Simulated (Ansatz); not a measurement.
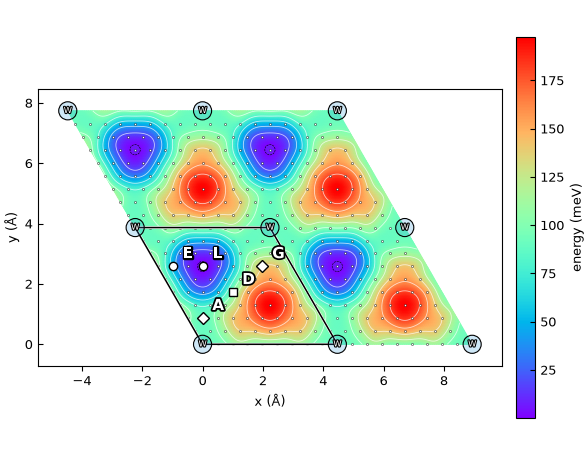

Si on a W(111) slab cut from the Im-3m phase, its upper half relaxed before the scan (6 atoms of substrate and one adsorbate in a 1 × 1 cell). Si is moved over the surface cell at a fixed height above a rigid substrate; the origin of the map has the adsorbate above W6; the height is held at 3.40 Å. Places are given modulo a cell vector. The map is drawn in real space over the plane of the surface. The grid has 9 × 9 points; 19 points were computed and 62 follow by symmetry. Energies are in meV, from the lowest grid point. The runs have no spin polarisation, so an open-shell adsorbate far from the surface lies too high. With one adsorbate in each 1 × 1 cell, its nearest image is 4.5 Å away, so neighbouring adsorbates interact. At a fixed height the lowest place need not be the adsorption site. These are results of DFT PBE+D3(BJ), scalar-relativistic, plane waves, PAW in Ansatz 0.2.0, not measurements. Settings: cutoff 420 eV, k-mesh 6×6×1, gaussian smearing 0.1 eV, no spin polarisation.

In the figure: a smooth colour map with a few white contour lines, dots at the grid points, labelled circles for the atoms of the top layer and small ones for the second layer, the outline of one cell of the 2 × 2 shown, lettered points. Between grid points the surface is interpolated.

### Is D the lowest point of the computed grid?

No. D lies 101 meV above the lowest grid point, which is at a threefold hollow over a second-layer W atom, (3/9, 6/9) of the cell vectors.

### Rank the lettered points by energy, lowest first.

L (0 meV), E (54 meV), A (89 meV), D (101 meV), G (139 meV).

### What kind of point is each of A, D, E, L: minimum, saddle, maximum or slope?

A: saddle point; D: on a slope; E: on a slope; L: minimum. (In these two coordinates alone; a stationary point may lie a little off the grid point.)

PAW datasets: the set soft_1.
